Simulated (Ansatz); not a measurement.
# What KSrBr3 (built on the sites of a database entry of CsPbBr3) distorts into

Aim: this structure of KSrBr3 (built on the sites of a database entry of CsPbBr3) is to be tested for unstable modes, and one is followed downhill.

Main program and level: Ansatz 0.2.0; DFT PBEsol, scalar-relativistic, plane waves, PseudoDojo norm-conserving pseudopotentials.

The structure was built from a prototype and need not be the compound's stable phase.

### Step 1. Starting point

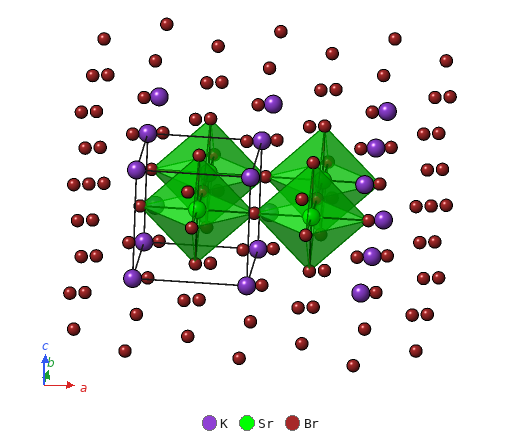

The cell as given, slightly off an axis (potassium purple, strontium green, bromine red). 2×2×1 cells are drawn. Some periodic images of atoms are drawn too.

### Step 2. Response at finite wavevector

The cell comes from relaxations at this level that are not shown. Stability and thermal properties need the whole zone. Linear response on a 2×2×2 q mesh gives force constants as far as a supercell of that size would, and the tensors from the zone-centre run are typed in so that the long-range dipole term is interpolated apart.

input.yaml reads:

```yaml
crystal:
  lattice:
    - [5.8733190708, 0.0, 0.0]
    - [0.0, 5.8733190708, 0.0]
    - [0.0, 0.0, 5.8733190708]
  atoms:
    - { symbol: K, position: [0.0, 0.0, 0.0] }
    - { symbol: Sr, position: [0.5, 0.5, 0.5] }
    - { symbol: Br, position: [0.0, 0.5, 0.5] }
    - { symbol: Br, position: [0.5, 0.0, 0.5] }
    - { symbol: Br, position: [0.5, 0.5, 0.0] }
kpoints:
  mp_grid: { grid: [4, 4, 4] }
hamiltonian:
  xc: pbesol
  pseudopotentials: { kind: nc, accuracy: standard }
scf:
  occupations: { method: fixed }
output:
  eigenvalues: true
phonons:
  method: dfpt
  qmesh: [2, 2, 2]
  temperatures: { t_max: 1000, t_step: 50 }
  qpath:
    path:
      - [[0.0, 0.0, 0.0], [0.0, 0.5, 0.0], [0.5, 0.5, 0.0], [0.0, 0.0, 0.0], [0.5, 0.5, 0.5], [0.0, 0.5, 0.0]]
      - [[0.5, 0.5, 0.5], [0.5, 0.5, 0.0]]
    npoints: 10
  non_analytic_term:
    high_frequency_dielectric_tensor: [[2.7386, 0.0, 0.0], [0.0, 2.7386, 0.0], [0.0, 0.0, 2.7386]]
    born_effective_charges:
      - { species: K, tensor: [[1.314, 0.0, 0.0], [0.0, 1.314, 0.0], [0.0, 0.0, 1.314]] }
      - { species: Sr, tensor: [[2.4104, 0.0, 0.0], [0.0, 2.4104, 0.0], [0.0, 0.0, 2.4104]] }
      - { species: Br, tensor: [[-2.0009, 0.0, 0.0], [0.0, -0.8617, 0.0], [0.0, 0.0, -0.8617]] }
      - { species: Br, tensor: [[-0.8617, 0.0, 0.0], [0.0, -2.0009, 0.0], [0.0, 0.0, -0.8617]] }
      - { species: Br, tensor: [[-0.8617, 0.0, 0.0], [0.0, -0.8617, 0.0], [0.0, 0.0, -2.0009]] }
    source: "zone-centre run at this cell"
```

Launch:

```
$ ansatz run input.yaml --threads 8 --pin off --max-ram 14336MiB --backend cpu --events-out ev --progress --plain --runs-dir out
```

Numbers of over 12 decimals in the logs are rounded to 6 here.

What it wrote:

```text
Engine: ansatz 0.2.0, aarch64-unknown-linux-gnu
Pseudopotentials: kind: nc
Pseudopotential: K, nc, valence charge 9, recommended cutoff 1006.821291 eV (normal), K.nc.azcp (PseudoDojo's, or run here from an input of PseudoDojo's; its table is named by hamiltonian.pseudopotentials.accuracy)
Pseudopotential: Sr, nc, valence charge 10, recommended cutoff 925.187132 eV (normal), Sr.nc.azcp (PseudoDojo's, or run here from an input of PseudoDojo's; its table is named by hamiltonian.pseudopotentials.accuracy)
Pseudopotential: Br, nc, valence charge 7, recommended cutoff 625.861884 eV (normal), Br.nc.azcp (PseudoDojo's, or run here from an input of PseudoDojo's; its table is named by hamiltonian.pseudopotentials.accuracy)
Functional definition: PBEsol
  exchange = pbesol_x
  correlation = pbesol_c
Crystal: 5 atoms, lattice volume = 202.605 Å³
Basis set: ecut = 1006.821291 eV, 14771 PW (Γ), exchange–correlation on 128×128×128 points (8 copies of the dense FFT grid, shifted against one another)
Bands: 25, of which v1, the nominal top of the filled ones, is band 20 counted from 1 (19 counted from 0)
Symmetry: 48 space group operations
k-points: 10 of 64
Non-local potential: K, projectors of the file, l = 0: 2, l = 1: 2, l = 2: 2
Non-local potential: Sr, projectors of the file, l = 0: 2, l = 1: 2, l = 2: 2
Non-local potential: Br, projectors of the file, l = 0: 2, l = 1: 2, l = 2: 2
Initial density: superposition of atomic densities (chi_scale 0.1, normalization cell, long waves kept (reshape's long-wave potential 0.01 eV rms))
Initial wavefunctions: pseudopotential atomic-orbital guess
Functional: x = pbesol(κ = 0.804, μ = 0.123457), c = pbesol(β = 0.046)
SCF iter   1: F=—  HF=-3041.090512 eV  |F-HF|=—  |Δ(HF+E_count)|=         —  Δρ=3.26e-2  dr2=4.27e0  ethr=3.10e-3  ⟨swp⟩=8.8  Hψ=1418  notcnv=0  defer=26
preconditioner: auto → Resta (q_TF=auto, 2.082 Å⁻¹)  ε∞=4.5  [insulator: Δε(μ)=2.833 eV  Ē_g=5.879 eV  n_scr=26 (ndim 8)  ℏωp=11.1 eV  f_vac=0.004  ε∞_Penn≈4.5]
SCF iter   2: F=—  HF=-3039.622208 eV  |F-HF|=—  |Δ(HF+E_count)|=    1.47e0  Δρ=1.38e-2  dr2=9.67e-1  ethr=3.10e-3  ⟨swp⟩=5.1  Hψ=664  notcnv=0  defer=25
SCF iter   3: F=—  HF=-3039.227869 eV  |F-HF|=—  |Δ(HF+E_count)|=   3.94e-1  Δρ=4.15e-3  dr2=6.08e-2  ethr=2.42e-3  ⟨swp⟩=4.6  Hψ=564  notcnv=0  defer=26
SCF iter   4: F=—  HF=-3039.227981 eV  |F-HF|=—  |Δ(HF+E_count)|=   1.12e-4  Δρ=9.73e-4  dr2=3.09e-3  ethr=1.52e-4  ⟨swp⟩=4.2  Hψ=630  notcnv=0  defer=26
SCF iter   5: F=—  HF=-3039.229802 eV  |F-HF|=—  |Δ(HF+E_count)|=   1.82e-3  Δρ=2.91e-4  dr2=2.62e-4  ethr=7.73e-6  ⟨swp⟩=4.2  Hψ=484  notcnv=0  defer=26
SCF iter   6: F=—  HF=-3039.230406 eV  |F-HF|=—  |Δ(HF+E_count)|=   6.04e-4  Δρ=6.69e-5  dr2=2.30e-5  ethr=6.55e-7  ⟨swp⟩=3.2  Hψ=455  notcnv=0  defer=26
SCF iter   7: F=—  HF=-3039.230456 eV  |F-HF|=—  |Δ(HF+E_count)|=   4.91e-5  Δρ=2.06e-5  dr2=3.42e-6  ethr=5.75e-8  ⟨swp⟩=2.5  Hψ=430  notcnv=0  defer=24
SCF iter   8: F=—  HF=-3039.230655 eV  |F-HF|=—  |Δ(HF+E_count)|=   2.00e-4  Δρ=4.78e-6  dr2=4.92e-8  ethr=8.54e-9  ⟨swp⟩=2.1  Hψ=398  notcnv=0  defer=24
SCF iter   9: F=—  HF=-3039.230655 eV  |F-HF|=—  |Δ(HF+E_count)|=   6.81e-8  Δρ=8.40e-7  dr2=2.60e-9  ethr=1.23e-10  ⟨swp⟩=2.5  Hψ=434  notcnv=0  defer=24
SCF iter  10: F=—  HF=-3039.230655 eV  |F-HF|=—  |Δ(HF+E_count)|=   6.33e-9  Δρ=2.78e-7  dr2=2.04e-10  ethr=6.49e-12  ⟨swp⟩=2.4  Hψ=459  notcnv=0  defer=24
SCF iter  11: F=-3039.230655 eV  HF=-3039.230655 eV  |F-HF|=1.55e-11  |Δ(HF+E_count)|=  3.57e-10  Δρ=6.13e-8  dr2=8.07e-12  ethr=1.00e-12  ⟨swp⟩=25.3  Hψ=3086  notcnv=0
SCF 1 converged in 11 iterations: F = -3039.230655 eV  dr2 = 8.07e-12
NSCF: frozen V_eff on 10 k-points
NSCF: frozen V_eff on 27 k-points
DFPT response loops at q = (0, 0, 0) (fractional): preconditioner auto → none (the input reference at scf.mixing.eps_inf says where Resta's filter doesn't serve); β = 0.50; Broyden in place of MSR1
NSCF: frozen V_eff on 54 k-points
DFPT response loops at q = (0, 0, -0.5) (fractional): preconditioner auto → Resta (q_TF=auto, 2.082 Å⁻¹)  ε∞=4.0 (no band partly filled); β = 1.00, the filter's whole step (`scf.mixing.beta` (0.50) is not read by the response loops at its default; to damp them type it under 1.00, their step now; it binds the ground state too); Broyden in place of MSR1
NSCF: frozen V_eff on 54 k-points
DFPT response loops at q = (0, -0.5, -0.5) (fractional): mixed as the last ones told, above
NSCF: frozen V_eff on 54 k-points
DFPT response loops at q = (-0.5, -0.5, -0.5) (fractional): mixed as the last ones told, above
SCF converged after 11 iterations
Free energy (F): -3039.230655 eV
Harris-Foulkes:  -3039.230655 eV  (|F-HF|=1.55e-11)
Internal energy: -3039.230655 eV  (E = F + TS)
E sigma→0 (E₀):  -3039.230655 eV
Fermi energy:    1.121174 eV
--- Per-component energies (eV) ---
  E_band       = -336.361926
  E_kinetic    = 887.609912
  E_local      = -2361.169584  (includes V_loc(G=0)·N_el)
  E_nonlocal   = 437.712342
  E_hartree    = 664.007344
  E_xc         = -820.364312
  E_vxc        = -628.529295  (∫ρ·V_xc dr)
  E_ewald      = -1847.026357
  E_smearing   = -0.000000  (= −TS)
  E_closure    = -0.000000  (closes the sum)
  Σ components = -3039.230655   (vs F -3039.230655, Δ=0.00e0)
--- Band table (eV; the first three rows and the last of 10) ---
  k-point 0: bands = [... 16 lower, 0.6279, 0.8747, 0.8747, 0.8747, 4.8466, 6.2541, 6.2541, 6.2541, ... 1 higher]
  k-point 1: bands = [... 16 lower, 0.5059, 0.5683, 0.8178, 0.8178, 5.4208, 6.3425, 6.7862, 6.7862, ... 1 higher]
  k-point 2: bands = [... 16 lower, 0.3098, 0.5111, 0.7917, 0.7917, 6.4450, 6.5771, 6.5841, 7.5272, ... 1 higher]
  k-point 9: bands = [... 16 lower, -0.2892, 1.1212, 1.1212, 1.1212, 6.2177, 7.5090, 7.5090, 7.5090, ... 1 higher]
--- Phonons (Γ-DFPT): 4 representative perturbations + reference (Σ response iterations 10) ---
  ASR residual: 1.922e-4 → 0.000e0 eV/Å²; symmetrization residual: 1.505e-6 eV/Å²
  ASR residual per site (eV/Å²): 9.66e-5 1.92e-4 6.98e-5 6.98e-5 6.98e-5
  Γ frequencies (cm⁻¹): -55.50 -55.50 -55.50 -20.93 -20.93 -20.93 0.00 0.00 0.00 52.80 52.80 52.80 180.33 180.33 180.33
--- Phonons (arbitrary-q DFPT): 4 irreducible q on the 2×2×2 mesh ---
  q = [0.0000, 0.0000, 0.0000] (star 1, of the zone-centre solve; hermiticity 5.27e-7, symmetrization 1.96e-14): -55.50 -55.50 -55.50 -20.93 -20.93 -20.93 -0.00 0.00 0.00 52.80 52.80 52.80 180.33 180.33 180.33
  q = [0.0000, 0.0000, -0.5000] (star 3, 9 solved perturbations in 216 linear systems a pass and spin channel, the states on 27 of 64 k-point pairs; hermiticity 4.02e-7, symmetrization 1.39e-12, the responses' own estimated error 1.3e-4 eV/Å²): -50.75 -50.75 -20.57 -20.57 -14.16 30.44 30.44 40.99 45.20 45.20 48.27 148.67 163.07 180.26 180.26
  q = [0.0000, -0.5000, -0.5000] (star 3, 9 solved perturbations in 216 linear systems a pass and spin channel, the states on 27 of 64 k-point pairs; hermiticity 2.19e-7, symmetrization 2.85e-12, the responses' own estimated error 1.2e-4 eV/Å²): -51.72 -51.72 -42.08 -41.82 14.58 14.58 44.01 47.25 47.25 51.34 143.88 149.09 149.09 165.89 180.21
  q = [-0.5000, -0.5000, -0.5000] (star 1, 4 solved perturbations in 81 linear systems a pass and spin channel, the states on 27 of 64 k-point pairs; hermiticity 1.04e-7, symmetrization 4.31e-13, the responses' own estimated error 1.1e-4 eV/Å²): -54.27 -54.27 -54.27 -42.26 -42.26 -42.26 60.04 60.04 60.04 143.62 143.62 147.11 147.11 147.11 169.35
  sum rule: each row above includes the acoustic sum rule's correction from the zone centre's row sums; it moved no ω² by more than (0.82 cm⁻¹)²
  mesh force constants: q→R imaginary residual 3.65e-18; ASR residual 1.922e-4 → 0.000e0 eV/Å²; symmetrization residual 9.770e-15 eV/Å²
  interpolated dispersion: 63 rows × 15 modes
  density of states and harmonic sums: on the 12×12×12 q-mesh, interpolated from the force constants of a 2×2×2 supercell (with the dipole–dipole term of supplied tensors)
  largest difference from the sums on the solved wave vectors: F 6.51e-2 eV, S 7.20e-5 and C_V 1.37e-5 eV/K
  zero-point energy: 0.059451 eV/cell   skipped modes (ω ≤ 0): 449, of them read as no rigid motion or as one in doubt: 446 (5.329e0 modes/cell left out, lowest -55.50 cm⁻¹)   left out of the sums: 3.55e-1 of the cell's modes: C_V's classical limit lies that fraction below 3 k_B per atom; for a crystal, a wire or a layer, F and S can be off by more, and a phonons.interpolated_qmesh denser along its periods is the remedy for the sampling
```

It took 4.4 min on 8 threads of Arm Neoverse N1, shared host; peak memory 2.6 GiB; 34 min of CPU time.

The column dr2 measures how far the density is from self-consistency, as an energy; F and HF (Harris–Foulkes) agree once it is small.

Numbers from this step:

```
gap on the k-mesh                                       : 3.725 eV
volume per atom                                         : 40.52 Å³
sum-rule residual before enforcement                    : 1.92e-4 eV/Å²
lowest frequency on the path                            : -55.50 cm⁻¹
point group                                             : m-3m
highest frequency on the path or at a solved wavevector : 208.9 cm⁻¹
highest optical mode at the zone centre (no LO-TO term) : 180.3 cm⁻¹
lowest optical zone-centre mode                         : -55.5 cm⁻¹
lowest mode on the q mesh (acoustic modes at Γ apart)   : -55.5 cm⁻¹
```

Frequencies (cm⁻¹) solved at each irreducible wavevector; negative means imaginary. Frequencies by wavevector, by row:

| q in reciprocal lattice units | star | mode 1 | mode 2 | mode 3 | mode 4 | mode 13 | mode 14 | mode 15 |
| --- | --- | --- | --- | --- | --- | --- | --- | --- |
| 0 0 0 | 1 | -55.5 | -55.5 | -55.5 | -20.9 | 180.3 | 180.3 | 180.3 |
| 0 0 -0.5 | 3 | -50.8 | -50.8 | -20.6 | -20.6 | 163.1 | 180.3 | 180.3 |
| 0 -0.5 -0.5 | 3 | -51.7 | -51.7 | -42.1 | -41.8 | 149.1 | 165.9 | 180.2 |
| -0.5 -0.5 -0.5 | 1 | -54.3 | -54.3 | -54.3 | -42.3 | 147.1 | 147.1 | 169.3 |

Interpolated from a 2×2×2 q mesh, with the LO-TO term (at Γ the limit along the path; where Γ stands inside the path, tables give the limit on arrival). Phonon branches along the path, in cm⁻¹:

| point | branch 1 | branch 2 | branch 3 | branch 4 | branch 12 | branch 13 | branch 14 | branch 15 |
| --- | --- | --- | --- | --- | --- | --- | --- | --- |
| Γ | -56 | -56 | -21 | -21 | 59 | 180 | 180 | 209 |
| X | -51 | -51 | -21 | -21 | 149 | 163 | 180 | 180 |
| M | -52 | -52 | -42 | -42 | 149 | 149 | 166 | 180 |
| Γ | -56 | -56 | -21 | -21 | 59 | 180 | 180 | 209 |
| R | -54 | -54 | -54 | -42 | 147 | 147 | 147 | 169 |
| X | -51 | -51 | -21 | -21 | 149 | 163 | 180 | 180 |
| jump to R | -54 | -54 | -54 | -42 | 147 | 147 | 147 | 169 |
| M | -52 | -52 | -42 | -42 | 149 | 149 | 166 | 180 |

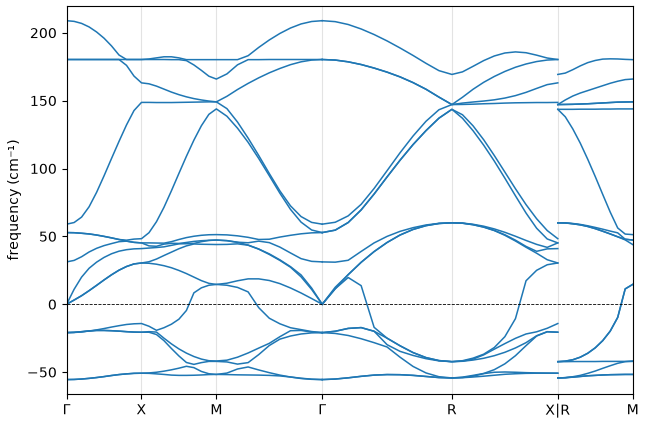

Phonon branches along the path.

Symmetry leaves 4 wavevectors to solve. The lowest mode among them, the acoustic zeros apart, lies at Γ and is imaginary, 55.5i cm⁻¹, so the energy falls along it.

### Step 3. The mode frozen in, largest atomic shift 0 Å

The mode followed lies at Γ with frequency 55.5i cm⁻¹ and is 3-fold degenerate, the softest among the wavevectors solved. At small amplitude the distorted cell has space group no. 38 by a symmetry search on the positions. The undistorted cell that holds it gives the zero of energy on the same k mesh.

input.yaml, the sections that differ from step 2:

```yaml
scf:
  occupations: { method: gaussian, width: 0.02 }
output:
  forces: true
  stress: true
  eigenvalues: true
# crystal, kpoints, hamiltonian: as in step 2
# phonons: removed
```

What it wrote:

```text
[...]
Crystal: 5 atoms, lattice volume = 202.605 Å³
Basis set: ecut = 1006.821291 eV, 14771 PW (Γ), exchange–correlation on 128×128×128 points (8 copies of the dense FFT grid, shifted against one another)
Bands: 25, of which v1, the nominal top of the filled ones, is band 20 counted from 1 (19 counted from 0)
Symmetry: 48 space group operations
[...]
k-points: 10 of 64
[...]
P = ⅓ Tr σ = 0.0057 GPa (0.057 kbar)
--- Band table (eV; the first three rows and the last of 10) ---
  k-point 0: bands = [... 16 lower, 0.6279, 0.8746, 0.8746, 0.8746, 4.8466, 6.2540, 6.2540, 6.2540]
  k-point 1: bands = [... 16 lower, 0.5058, 0.5682, 0.8177, 0.8177, 5.4208, 6.3425, 6.7862, 6.7862]
  k-point 2: bands = [... 16 lower, 0.3097, 0.5110, 0.7916, 0.7916, 6.4449, 6.5771, 6.5841, 7.5271]
  k-point 9: bands = [... 16 lower, -0.2893, 1.1211, 1.1211, 1.1211, 6.2177, 7.5091, 7.5091, 7.5091]
[key lines of the parts left out:]
SCF converged after 8 iterations
Free energy (F): -3039.230655 eV
Fermi energy:    2.983892 eV
```

The job ended after 3.4 s (8 threads; peak memory 1.2 GiB).

This step gave:

* pressure: 0.005700 GPa
* gap on the k-mesh: 3.726 eV
* energy from the undistorted cell: 0 meV/atom

At this level the gap is 3.73 eV on the k-mesh of the self-consistent run, which can miss the band edges.

### Step 4. The mode frozen in, largest atomic shift 0.6 Å

The atoms are moved along the unstable eigenvector, the largest shift by 0.6 Å, with the cell fixed.

input.yaml, the sections that differ from step 3:

```yaml
crystal:
  lattice:
    - [5.8733190708, 0.0, 0.0]
    - [0.0, 5.8733190708, 0.0]
    - [0.0, 0.0, 5.8733190708]
  atoms:
    - { symbol: K, position: [0.0, -0.0722358284, -0.0722358284] }
    - { symbol: Sr, position: [0.5, 0.4976466696, 0.4976466696] }
    - { symbol: Br, position: [0.0, 0.5191309765, 0.5191309765] }
    - { symbol: Br, position: [0.5, -0.0003352297, 0.5191309765] }
    - { symbol: Br, position: [0.5, 0.5191309765, -0.0003352297] }
# kpoints, hamiltonian, scf, output: as in step 3
```

What it wrote:

```text
[...]
Crystal: 5 atoms, lattice volume = 202.605 Å³
Basis set: ecut = 1006.821291 eV, 14771 PW (Γ), exchange–correlation on 128×128×128 points (8 copies of the dense FFT grid, shifted against one another)
Bands: 25, of which v1, the nominal top of the filled ones, is band 20 counted from 1 (19 counted from 0)
Symmetry: 4 space group operations
[...]
P = ⅓ Tr σ = 0.1766 GPa (1.766 kbar)
--- Band table (eV; the first three rows and the last of 21) ---
  k-point 0: bands = [... 16 lower, 0.5806, 0.8067, 0.8169, 0.8424, 4.9464, 6.2150, 6.2565, 6.3098]
  k-point 1: bands = [... 16 lower, 0.4540, 0.5393, 0.7545, 0.7574, 5.5091, 6.2983, 6.7721, 6.7841]
  k-point 2: bands = [... 16 lower, 0.2916, 0.4824, 0.7156, 0.7316, 6.3778, 6.5983, 6.6712, 7.4970]
  k-point 20: bands = [... 16 lower, -0.3062, 1.0015, 1.0630, 1.1055, 6.3375, 7.5716, 7.6043, 7.6296]
[key lines of the parts left out:]
SCF converged after 9 iterations
Free energy (F): -3039.309464 eV
Fermi energy:    3.026512 eV
```

Run time: 8 s. Hardware: 8 threads; peak memory 1.2 GiB; 62 s of CPU time.

Numbers from this step:

* pressure: 0.1766 GPa
* gap on the k-mesh: 3.840 eV
* energy from the undistorted cell: -15.76 meV/atom

The energy, extrapolated to zero smearing, is -15.76 meV/atom against the undistorted cell.

The run ends at a pressure of 0.18 GPa, with forces up to 0.13 eV/Å.

### Step 5. Energy along the mode, all amplitudes (two of the runs are shown above)

An imaginary frequency means negative curvature, so the energy should fall and then rise again as anharmonic terms take over.

This step gave:

```
depth at the lowest point sampled  : 15.76 meV/atom
largest atomic shift at that point : 0.6 Å
```

The energy from the parent by largest atomic shift:

| largest atomic shift (Å) | energy from the parent (meV/atom) |
| --- | --- |
| 0.000 | 0 |
| 0.040 | -0.091 |
| 0.080 | -0.364 |
| 0.140 | -1.11 |
| 0.220 | -2.69 |
| 0.320 | -5.51 |
| 0.450 | -10.2 |
| 0.600 | -15.8 |

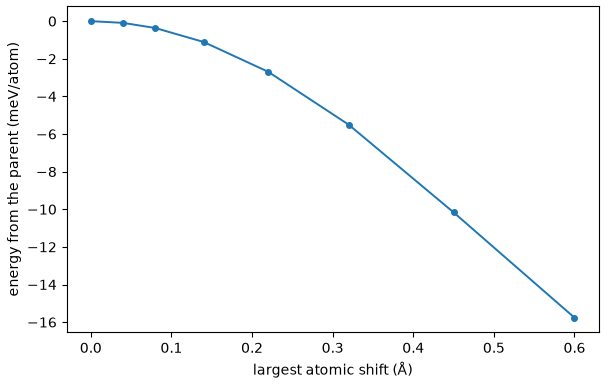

Energy from the parent, plotted against largest atomic shift.

Displacement at unit largest shift by atom:

| atom | x (Å) | y (Å) | z (Å) | size |
| --- | --- | --- | --- | --- |
| K1 | 0.000 | -0.707 | -0.707 | 1.000 |
| Sr2 | 0.000 | -0.023 | -0.023 | 0.033 |
| Br3 | 0.000 | 0.187 | 0.187 | 0.264 |
| Br4 | 0.000 | -0.003 | 0.187 | 0.187 |
| Br5 | 0.000 | 0.187 | -0.003 | 0.187 |

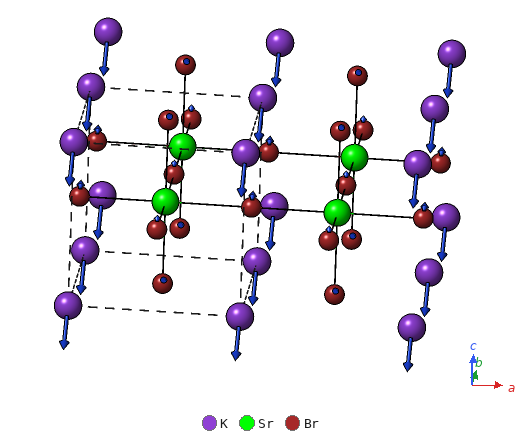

Displacement at unit largest shift as arrows, the longest 1.000 Å. 2×2×1 cells are drawn. Some periodic images of atoms are drawn too.

The lowest of the steps tried is the last one, at 0.6 Å, 15.8 meV/atom below the parent; the bottom of the well need not coincide with a step.

(Part 1 of 3 ends here.)

[Logs are printed without paths, hosts, clocks, repeated set-up lines and the standing remarks that a program may print on its own settings, such as how far it seeks lower states.]

[Hosts, paths, dates, database ids (printed as entryN), source tags and the programs' standing remarks are cut or masked in the printed files.]
